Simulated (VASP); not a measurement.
## Fermi-Dirac smearing in Nb

Wanted: TS, pressure and Fermi level of Nb against the smearing width, on one dense mesh.

Calculated with VASP 6.6.1; PBEsol; plane waves and PAW (Nb_sv), in the first sound run; inputs show where later runs differ.

### Step 1. Set-up

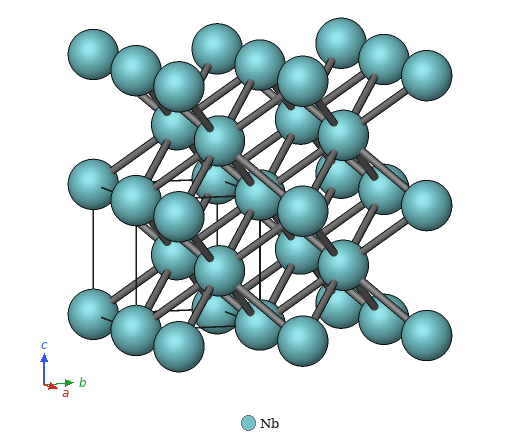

The cell as given, slightly off an axis (niobium teal). 2×2×2 cells are drawn. This picture shows the conventional cell, with its axes. Some periodic images of atoms are drawn too.

### Step 2. Relax the crystal, PBEsol

The cell is relaxed and then held.

This step took 2 runs in a row; the last is shown.

Level: PBEsol; plane waves and PAW (Nb_sv).

File INCAR:

```
SYSTEM = Nb
PREC = Accurate
ENCUT = 450
EDIFF = 1E-07
NELM = 120
ISMEAR = 1
SIGMA = 0.15
LREAL = .FALSE.
ALGO = Normal
GGA = PS
NBANDS = 12
LASPH = .TRUE.
LORBIT = 11
LWAVE = .FALSE.
LCHARG = .FALSE.
KPAR = 8
IBRION = 2
NSW = 40
ISIF = 3
EDIFFG = -0.005
POTIM = 0.4
```

File POSCAR:

```
Nb
1.0
   -1.6345606791      1.6345606791      1.6345606791
    1.6345606791     -1.6345606791      1.6345606791
    1.6345606791      1.6345606791     -1.6345606791
Nb
1
Direct
    0.0000000000      0.0000000000      0.0000000000
```

File KPOINTS:

```
Automatic mesh
0
Gamma
18 18 18
0 0 0
```

PAW data sets: Nb_sv (PBE family, release 64).

Started as:

```bash
> mpirun -np 8 vasp_std
```

The log of the run:

```text
[banner, memory and clock lines left out]
running    8 mpi-ranks, on    1 nodes
[...]
|                                                                             |
|           W    W    AA    RRRRR   N    N  II  N    N   GGGG   !!!           |
|           W    W   A  A   R    R  NN   N  II  NN   N  G    G  !!!           |
|           W    W  A    A  R    R  N N  N  II  N N  N  G       !!!           |
|           W WW W  AAAAAA  RRRRR   N  N N  II  N  N N  G  GGG   !            |
|           WW  WW  A    A  R   R   N   NN  II  N   NN  G    G                |
|           W    W  A    A  R    R  N    N  II  N    N   GGGG   !!!           |
|                                                                             |
|     For optimal performance we recommend to set                             |
|       NCORE = 2 up to number-of-cores-per-socket                            |
|     NCORE specifies how many cores store one orbital (NPAR=cpu/NCORE).      |
|     This setting can greatly improve the performance of VASP for DFT.       |
[...]
DAV:   6    -0.109498024845E+02   -0.32734E-06   -0.24621E-07  5172   0.610E-03    0.524E-04
DAV:   7    -0.109498025049E+02   -0.20351E-07   -0.26678E-08  2956   0.163E-03
   2 F= -.10949803E+02 E0= -.10949693E+02  d E =0.857756E-06
 trial-energy change:    0.000001  1 .order    0.000001   -0.000010    0.000013
 step:   0.4742(harm=  0.4363)  dis= 0.00000  next Energy=   -10.949806 (dE=-0.238E-05)
[...]
N       E                     dE             d eps       ncg     rms          rms(c)
DAV:   1    -0.109498495604E+02   -0.47076E-04   -0.12166E-03  6268   0.487E-01    0.546E-02
DAV:   2    -0.109498104057E+02    0.39155E-04   -0.93567E-05  6640   0.125E-01    0.159E-02
DAV:   3    -0.109498054116E+02    0.49941E-05   -0.34042E-05  8444   0.579E-02    0.980E-03
DAV:   4    -0.109498055805E+02   -0.16891E-06   -0.75968E-07  6132   0.904E-03    0.493E-03
DAV:   5    -0.109498059479E+02   -0.36742E-06   -0.23209E-06  7780   0.102E-02    0.219E-03
DAV:   6    -0.109498057339E+02    0.21402E-06   -0.64649E-08  3576   0.326E-03    0.302E-04
DAV:   7    -0.109498057129E+02    0.20935E-07   -0.14016E-08  2560   0.154E-03
   3 F= -.10949806E+02 E0= -.10949696E+02  d E =-.235031E-05
[...]
reached required accuracy - stopping structural energy minimisation
```

Wall time 12 s (8 MPI ranks of Intel Xeon 6975P-C (Granite Rapids), shared host); peak memory 1.1 GiB; 87 s of CPU time.

The logs omit lines about the potential files and the build; timing stands in the text.

From OUTCAR (step 2):

```text
  Total        0.0002713      0.0002713      0.0002713      0.0000000      0.0000000     -0.0000000
  in kB        0.0248976      0.0248976      0.0248976      0.0000000      0.0000000     -0.0000000
  external PRESSURE =       0.0248976 kB  Pullay stress =       0.0000000 kB

 POSITION                                       TOTAL-FORCE (eV/Angst)
 -----------------------------------------------------------------------------------
      0.00000      0.00000      0.00000         0.000000      0.000000      0.000000
 -----------------------------------------------------------------------------------
    total drift:                                0.000000     -0.000000      0.000000

  FREE ENERGIE OF THE ION-ELECTRON SYSTEM (eV)
  ---------------------------------------------------
  free  energy   TOTEN  =       -10.9498057129 eV

  energy  without entropy=      -10.9494750861  energy(sigma->0) =      -10.94969550

 reached required accuracy - stopping structural energy minimisation

[... 3 further parts left out ...]
[key lines of the parts left out:]
E-fermi :  11.4649
```

This run gave:

```
energy(sigma→0) of the program : -10.9497 eV
stress, compression positive   : xx, yy, zz 0.00, 0.00, 0.00 GPa
volume                         : 17.460 Å³
ionic steps                    : 3
```

### Step 3. Tetrahedra, PBEsol

Tetrahedra give the density of states at the Fermi level without smearing.

Level: PBEsol; plane waves and PAW (Nb_sv).

File INCAR:

```
SYSTEM = Nb
PREC = Accurate
ENCUT = 450
EDIFF = 1E-08
NELM = 100
ISMEAR = -5
SIGMA = 0.15
LREAL = .FALSE.
ALGO = Normal
GGA = PS
NBANDS = 14
LASPH = .TRUE.
LORBIT = 11
LWAVE = .FALSE.
LCHARG = .FALSE.
KPAR = 2
ISIF = 2
NEDOS = 3001
```

File POSCAR:

```
Nb
1.0
   -1.6342859560      1.6342859560      1.6342859560
    1.6342859560     -1.6342859560      1.6342859560
    1.6342859560      1.6342859560     -1.6342859560
Nb
1
Direct
    0.0000000000      0.0000000000      0.0000000000
```

File KPOINTS:

```
Automatic mesh
0
Gamma
32 32 32
0 0 0
```

Started as:

```bash
> mpirun -np 2 vasp_std
```

The log of the run:

```text
[banner, memory and clock lines left out]
running    2 mpi-ranks, on    1 nodes
[...]
[... a notice as in an earlier step ...]

 LDA part: xc-table for (Slater+PW92), standard interpolation
 POSCAR, INCAR and KPOINTS ok, starting setup
[...]
entering main loop
       N       E                     dE             d eps       ncg     rms          rms(c)
DAV:   1     0.105305921264E+03    0.10531E+03   -0.65348E+03 25328   0.834E+02
DAV:   2    -0.797182055352E+01   -0.11328E+03   -0.10831E+03 28716   0.318E+02
DAV:   3    -0.112702233860E+02   -0.32984E+01   -0.32233E+01 35960   0.497E+01
DAV:   4    -0.114146081057E+02   -0.14438E+00   -0.14415E+00 31650   0.931E+00
[...]
DAV:  12    -0.109511734466E+02    0.16757E-06   -0.16774E-07 36020   0.443E-03    0.869E-04
DAV:  13    -0.109511733529E+02    0.93634E-07   -0.88882E-09 20062   0.136E-03    0.212E-04
DAV:  14    -0.109511733534E+02   -0.43610E-09   -0.12722E-09 14760   0.349E-04
   1 F= -.10951173E+02 E0= -.10951173E+02  d E =0.000000E+00
|                                                                             |
|           W    W    AA    RRRRR   N    N  II  N    N   GGGG   !!!           |
|           W    W   A  A   R    R  NN   N  II  NN   N  G    G  !!!           |
|           W    W  A    A  R    R  N N  N  II  N N  N  G       !!!           |
|           W WW W  AAAAAA  RRRRR   N  N N  II  N  N N  G  GGG   !            |
|           WW  WW  A    A  R   R   N   NN  II  N   NN  G    G                |
|           W    W  A    A  R    R  N    N  II  N    N   GGGG   !!!           |
|                                                                             |
|     Tetrahedron method does not include variations of the Fermi             |
|     occupations, so forces and stress will be inaccurate. We suggest        |
|     using a different smearing scheme ISMEAR = 1 or 2 for metals in         |
|     relaxations.                                                            |
|                                                                             |
```

The job ended after 87 s (2 MPI ranks; peak memory 0.71 GiB).

From OUTCAR (step 3):

```text
  Total       -0.0133949     -0.0133949     -0.0133949      0.0000000      0.0000000     -0.0000000
  in kB       -1.2291522     -1.2291522     -1.2291522      0.0000000      0.0000000     -0.0000000
  external PRESSURE =      -1.2291522 kB  Pullay stress =       0.0000000 kB

 POSITION                                       TOTAL-FORCE (eV/Angst)
 -----------------------------------------------------------------------------------
      0.00000      0.00000      0.00000         0.000000     -0.000000      0.000000
 -----------------------------------------------------------------------------------
    total drift:                                0.000000     -0.000000      0.000000

  FREE ENERGIE OF THE ION-ELECTRON SYSTEM (eV)
  ---------------------------------------------------
  free  energy   TOTEN  =       -10.9511733534 eV

  energy  without entropy=      -10.9511733534  energy(sigma->0) =      -10.95117335

[... 1 part as in an earlier step ...]

[... 2 further parts left out ...]
[key lines of the parts left out:]
E-fermi :  11.4721
```

Numbers from this step:

* energy(sigma→0) of the program: -10.9512 eV

The run ends at a pressure of -0.12 GPa.

### Step 4. Electron temperature, PBEsol

One member in full: SIGMA = 0.1 eV.

Level: PBEsol; plane waves and PAW (Nb_sv).

INCAR, as its differences from that of step 3:

```diff
@@ -5,4 +5,4 @@
 NELM = 100
-ISMEAR = -5
-SIGMA = 0.15
+ISMEAR = -1
+SIGMA = 0.1
 LREAL = .FALSE.
@@ -17,2 +17 @@
 ISIF = 2
-NEDOS = 3001
```

POSCAR is that of step 3.

KPOINTS is that of step 3.

Started as:

```bash
> mpirun -np 2 vasp_std
```

The log of the run:

```text
[... set-up lines as in an earlier step ...]
 entering main loop
       N       E                     dE             d eps       ncg     rms          rms(c)
DAV:   1     0.105362346510E+03    0.10536E+03   -0.65348E+03 25328   0.834E+02
DAV:   2    -0.799270843717E+01   -0.11336E+03   -0.10827E+03 28716   0.318E+02
DAV:   3    -0.112918014624E+02   -0.32991E+01   -0.32155E+01 35960   0.496E+01
DAV:   4    -0.114363149122E+02   -0.14451E+00   -0.14424E+00 31650   0.931E+00
[...]
DAV:  12    -0.109748153719E+02    0.14415E-06   -0.16791E-07 36030   0.440E-03    0.875E-04
DAV:  13    -0.109748152850E+02    0.86925E-07   -0.90073E-09 20072   0.137E-03    0.210E-04
DAV:  14    -0.109748152860E+02   -0.95110E-09   -0.12764E-09 14760   0.351E-04
   1 F= -.10974815E+02 E0= -.10951444E+02  d E =-.467419E-01
```

It took 54 s on 2 MPI ranks; peak memory 0.49 GiB; 1.7 min of CPU time.

Parts of OUTCAR (step 4):

```text
  LATTYP: Found a body centered cubic cell.
 ALAT       =     3.2685719120

 Subroutine GETGRP returns: Found 48 space group operations
 (whereof 48 operations were pure point group operations)

The static configuration has the point symmetry O_h .

 Found    897 irreducible k-points:

   dimension x,y,z NGX =    20 NGY =   20 NGZ =   20
   dimension x,y,z NGXF=    40 NGYF=   40 NGZF=   40

   ENCUT  =  450.0 eV  33.07 Ry    5.75 a.u.   4.90  4.90  4.90*2*pi/ulx,y,z

   NELECT =      13.0000    total number of electrons

 E-fermi :  11.5002

 k-point     1 :       0.0000    0.0000    0.0000
  band No.  band energies     occupation
      1     -42.7419      2.00000
      2     -17.9886      2.00000
      3     -17.9886      2.00000
      4     -17.9886      2.00000
      5       5.4631      2.00000
      6      11.8436      0.06246
      7      11.8436      0.06246
      8      11.8436      0.06246
      9      14.8576      0.00000
     10      14.8576      0.00000
    ...

 k-point     2 :       0.0313    0.0000    0.0000
  band No.  band energies     occupation
      1     -42.7393      2.00000
      2     -18.0044      2.00000
      3     -17.9933      2.00000
      4     -17.9887      2.00000
      5       5.5053      2.00000
      6      11.8165      0.08113
      7      11.8379      0.06601
      8      11.8838      0.04221
      9      14.8131      0.00000
     10      14.8572      0.00000
    ...

  Total        0.0138525      0.0138525      0.0138525     -0.0000000      0.0000000      0.0000000
  in kB        1.2711431      1.2711431      1.2711431     -0.0000000      0.0000000      0.0000000
  external PRESSURE =       1.2711431 kB  Pullay stress =       0.0000000 kB

 POSITION                                       TOTAL-FORCE (eV/Angst)
 -----------------------------------------------------------------------------------
      0.00000      0.00000      0.00000        -0.000000      0.000000      0.000000
 -----------------------------------------------------------------------------------
    total drift:                                0.000000     -0.000000      0.000000

  FREE ENERGIE OF THE ION-ELECTRON SYSTEM (eV)
  ---------------------------------------------------
  free  energy   TOTEN  =       -10.9748152860 eV

  energy  without entropy=      -10.9280733986  energy(sigma->0) =      -10.95144434

 total charge
# of ion       s       p       d       tot
------------------------------------------
    1        2.227   5.999   2.550  10.776

[... 2 parts as in an earlier step ...]

[... 7 further parts left out ...]
```

Numbers from this step:

* energy(sigma→0) of the program: -10.9514 eV
* stress, compression positive: xx, yy, zz 0.13, 0.13, 0.13 GPa

The run ends at a pressure of 0.13 GPa.

### Step 5. All members

The other members went through these steps as far as the tables show, on the same mesh; 7 runs are not shown. The session took 0.32 core hours (wall time by ranks) on a shared machine.

```tsv
width kT (eV)	temperature (K)	free energy less that of the narrowest width (meV/atom)	TS (meV/atom)	pressure (GPa)	shift of the Fermi level (eV)
0.025	290	0.000	3.110	-0.129	0.000
0.050	580	-4.612	12.218	-0.061	0.005
0.075	870	?	?	0.022	0.014
0.100	1160	-22.551	46.742	0.127	0.024
0.150	1741	-50.714	98.005	0.409	0.047
0.200	2321	-87.450	162.592	0.780	0.072
0.300	3481	-183.375	330.786	1.770	0.126
```

### Step 6. The Sommerfeld expansion

At low temperature TS = (π²/3) g (kT)², so TS, twice the difference of energy(sigma→0) and the free energy, over (π²/3)(kT)² is an effective density of states: 1.513, 1.486, 1.421, 1.324, 1.236, 1.117 states/eV/atom in the rows shown.

Fitting a parabola to the 6 known rows (σ: width in eV) gives g = 0.5771 σ² − 1.682 σ + 1.565 in states/eV/atom; the residuals are 0.011 states/eV/atom r.m.s.

At σ = 0.075 this predicts 1.442 states/eV/atom.

### Step 7. Checking the prediction

The calculation gives 1.460 states/eV/atom, so the prediction is 0.018 states/eV/atom too low, within twice the residual of the fit.

The parabola in σ is an empirical guide, not the expansion itself. Tetrahedra give g = 1.436 states/eV/atom at the Fermi level, the limit that the series should reach at zero width.

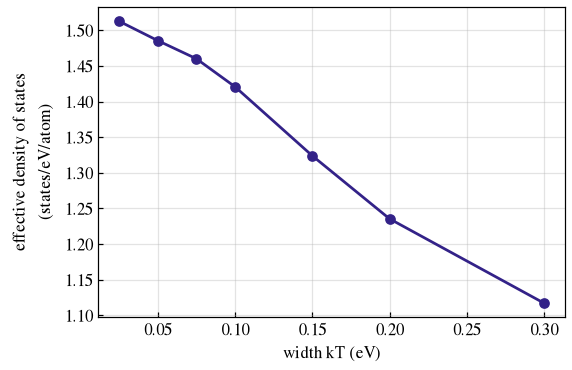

TS over (π²/3)(kT)² against the width.

### Step 8. Outcome

```yaml
density_of_states_at_the_fermi_level_tetrahedra: 1.44 states/eV/atom
sommerfeld_coefficient_from_it: 3.38 mJ per mole of atoms and K²
pressure_at_the_widest_setting: 1.77 GPa
error_of_the_predicted_g: -0.018 states/eV/atom
```

In words: Against the tetrahedron value, the effective density of states stands at +5 % at 0.025 eV, +3 % at 0.05 eV, -1 % at 0.1 eV, -22 % at 0.3 eV. At the widest setting the states within reach are sparser than those at the Fermi level. The narrow rows do not close in on the tetrahedron value; no test of the mesh was run. The bare coefficient lacks the electron-phonon enhancement of measured heat capacities.

[Lines on the potential files, build, host, timing and source positions are cut from VASP's logs without a mark.]

[Logs are printed without paths, hosts, clocks, repeated set-up lines and the standing remarks that a program may print on its own settings, such as how far it seeks lower states.]

[Hosts, paths, dates, database ids (printed as entryN), source tags and the programs' standing remarks are cut or masked in the printed files.]
